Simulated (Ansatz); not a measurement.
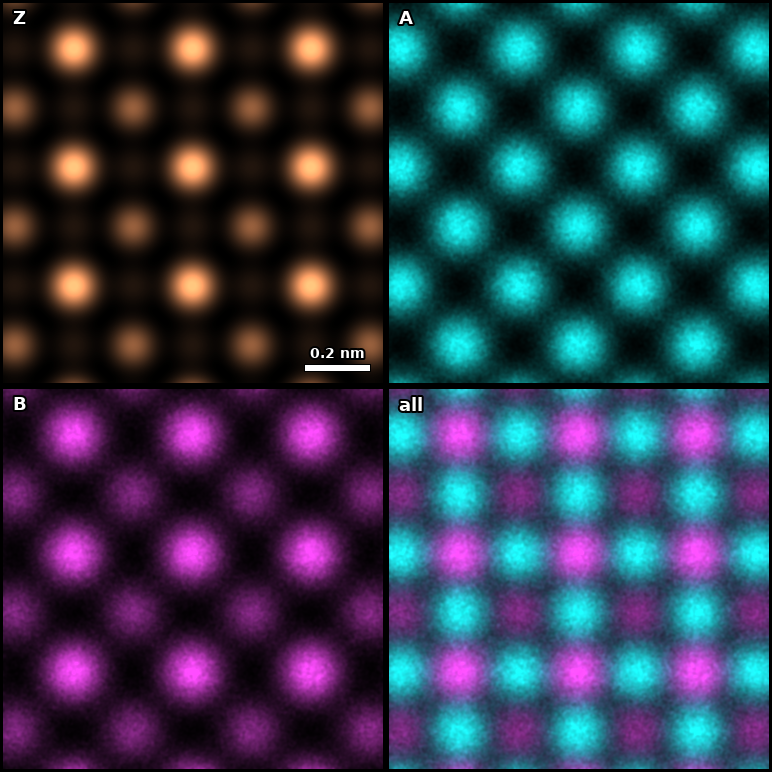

Ge$_{3}$P$_{2}$ (P-4m2, No. 115) along [001]. Panel Z: Simulation: incoherent imaging, intensity Z^1.7 per atom, probe width 1.12 Å, thin sample. The probe carries 25 % of its weight in a tail 2.5 times as wide. The other panels are simulated element maps (the number of atoms of one element along the beam, blurred by 1.5 Å, with counting noise; each on its own scale, no channelling); the last overlays them. Model: the geometry relaxed with Ansatz 0.2.0, DFT PBE, scalar-relativistic, plane waves, PAW; the starting structure was generated, so it need not be a known form of this composition.

```cif
data_structure
_symmetry_space_group_name_H-M 'P 1'
_symmetry_Int_Tables_number 1
_cell_length_a 3.7440
_cell_length_b 3.7440
_cell_length_c 7.4734
_cell_angle_alpha 90.000
_cell_angle_beta 90.000
_cell_angle_gamma 90.000
_cell_volume 104.76
loop_
_atom_site_label
_atom_site_type_symbol
_atom_site_fract_x
_atom_site_fract_y
_atom_site_fract_z
_atom_site_occupancy
Ge1 Ge 0.00000 0.00000 0.00000 1
Ge2 Ge 0.50000 0.50000 0.50000 1
Ge3 Ge 0.00000 0.00000 0.50000 1
P1 P 0.50000 0.00000 0.79835 1
P2 P 0.00000 0.50000 0.20165 1
```

**Which element does each lettered map show?**

A: P, B: Ge. The projected cell (3.74 × 3.74 Å, 90°) holds 4 columns: 2 of Ge and 2 of P. No column is shared by two of the mapped elements.
